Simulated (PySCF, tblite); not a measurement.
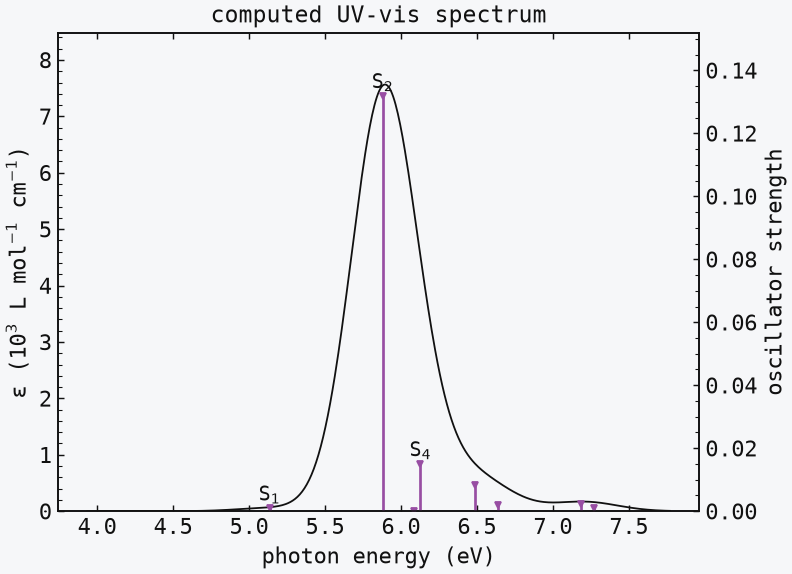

Vertical TDDFT excitations, B3LYP/def2-SVPD with PySCF, at a GFN2-xTB geometry (a minimum by its frequencies), gas phase. Only the first 8 singlet excitations are included; each is broadened by a Gaussian of 1/e half-width 0.30 eV. Sticks give oscillator strengths (right axis).

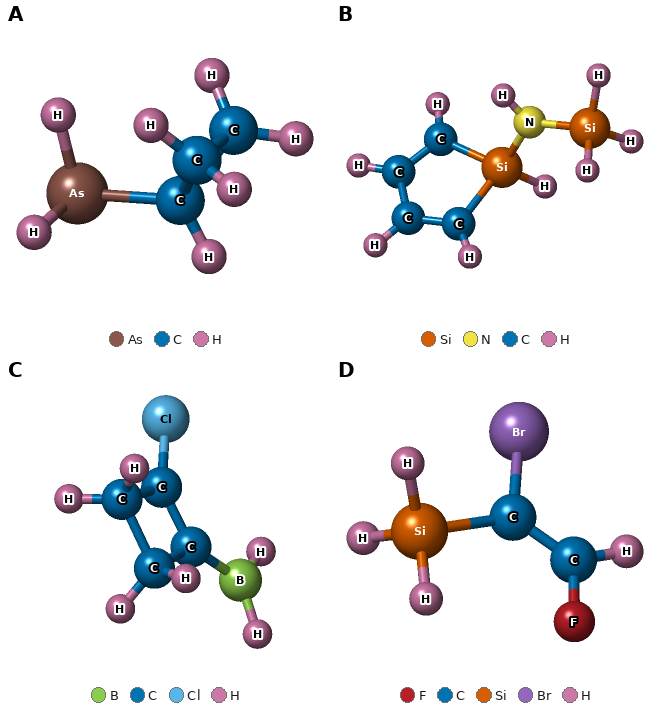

> Whose absorption spectrum is this? The candidates are drawn in the second picture.

Structure D, C₂H₄BrFSi, SMILES F/C=C(\[SiH3])Br. Its lowest singlet lies at 5.14 eV (f = 0.001) and the brightest of those computed is S2 at 5.88 eV (211 nm), f = 0.132, mainly HOMO → LUMO (92 %).

Caveats: states above the negative HOMO energy depend on the basis; the tight-binding geometry is rougher than a DFT one and adds to the error; spin-orbit coupling is left out, and with Br it can shift these levels and split any degenerate set; core orbitals are frozen in the response.
